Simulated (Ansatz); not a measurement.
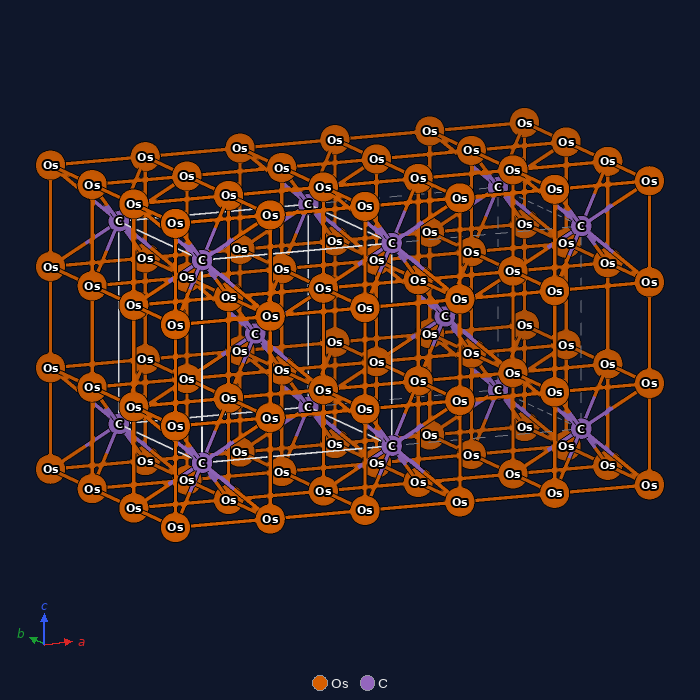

System Os4C (space group Im-3m, No. 229); source of the atomic positions: the geometry relaxed with Ansatz 0.2.0, DFT PBE, scalar-relativistic, plane waves, PAW; the starting structure was generated, so it need not be a known form of this composition.

Bonds are taken as C–Os below 2.5 Å and Os–Os below 2.9 Å. Simplification: prune 0- and 1-connected atoms, fold 2-connected ones into links.

Q: What kind of net remains, and which atoms are its nodes?

A: A binodal (8,8)-connected, three-periodic net: Os is an 8-connected node; C is an 8-connected node, in the ratio 4:1.

Q: Is the net interpenetrated?

A: It is a single net, without interpenetration.

Q: How many nodes does the smallest cycle have?

A: Three.

The simplified net, drawn on the atoms' positions. Nodes are coloured by element. Edges to nodes outside the piece are drawn as stubs.

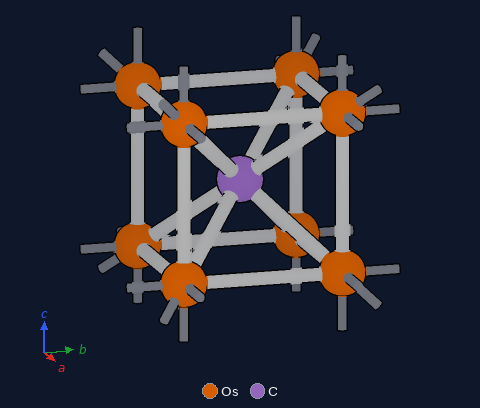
